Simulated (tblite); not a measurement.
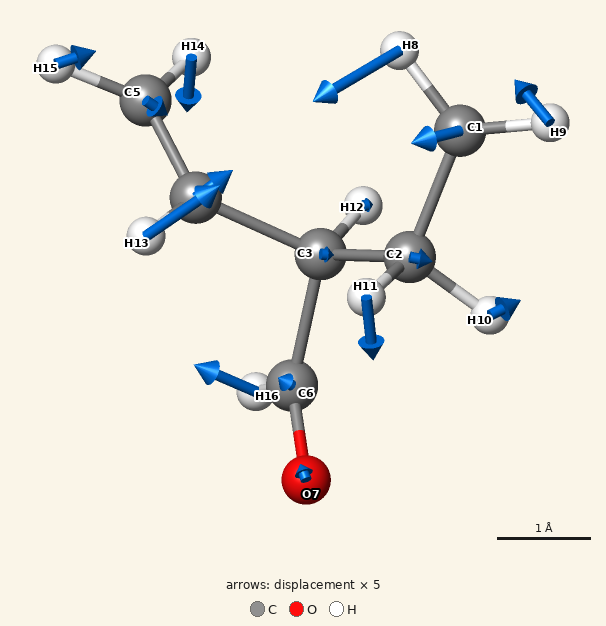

This is a relaxation of C6H9O (multiplicity 2). The starting structure is drawn; blue arrows show the displacements, magnified 5 times. The two geometries are superimposed by the best rigid fit.

Style: ball-and-stick. Shown at a tilt.

All numbers below come from GFN2-xTB geometry optimisation, gas phase (tblite 0.8.0). 

Describe the change and its energy.

Answer. The largest move after the best rigid fit is that of an H atom, 0.25 Å. Largest moves by element: H 0.25 Å, C 0.13 Å, O 0.04 Å. Among the contacts that change: C–C 1.511 → 1.468 Å, C–O 1.233 → 1.198 Å, C–C 1.353 → 1.320 Å, C–C 1.525 → 1.510 Å. Among the angles between lasting bonds that change: C–C–H 111.6° → 106.6°, C–C–H 106.8° → 110.7°, C–C–H 108.4° → 111.3°. The energy falls by 0.165 eV in 67 geometry steps.
